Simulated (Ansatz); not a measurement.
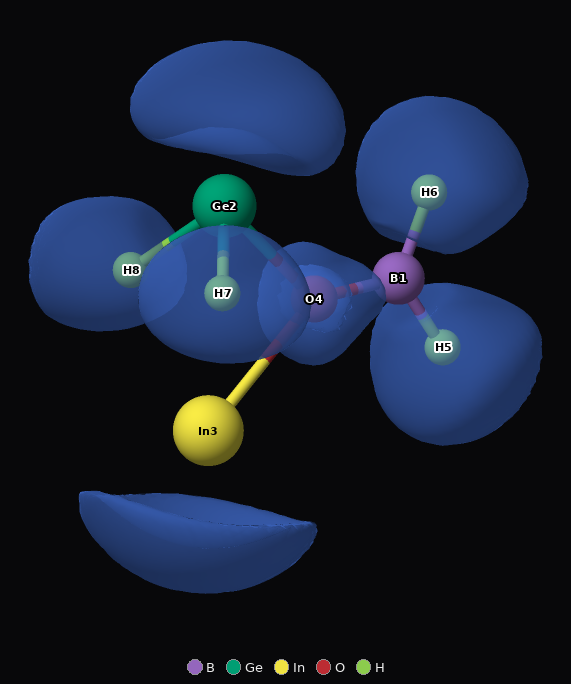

The picture shows: BGeH4InO. Isosurface of the ELF at 0.75 (blue), seen at a tilt. Core shells and regions of very low density are left out.

Geometry: PBE0-D3(BJ)/def2-SVP; core potentials replace the inner electrons of In.

Theory: isolated molecule in a Gaussian basis; Kohn-Sham density functional theory, functional PBE0 in Ansatz.

| atom | x (Å) | y (Å) | z (Å) |
| --- | --- | --- | --- |
| B | 0.4818 | 0.0923 | 1.1106 |
| Ge | 1.1345 | -2.1952 | -0.7442 |
| In | 1.2988 | 0.4006 | -2.2759 |
| O | 0.8201 | -0.3394 | -0.1134 |
| H | 0.3361 | 1.2879 | 1.2855 |
| H | 0.3269 | -0.7027 | 2.0179 |
| H | 2.4394 | -1.5753 | -1.5467 |
| H | 0.2797 | -1.7560 | -2.0890 |

Where are the electrons localised?

The ELF exceeds this value in four regions around hydrogen nuclei, one region on O in which the atom's valence shell and bonds are merged, one lobe on Ge, pointing away from the bonds (lone pairs) and one lobe on In, pointing away from the bonds (lone pairs). Along the contacts the grid gives the following. B–O (1.34 Å): the ELF peaks at about 0.90 between the atoms (a short, strongly polar bond). Ge–O (1.99 Å): the ELF peaks at about 0.85 in the valence shell of O, 0.6 Å from its nucleus, and is about 0.35 at the midpoint.
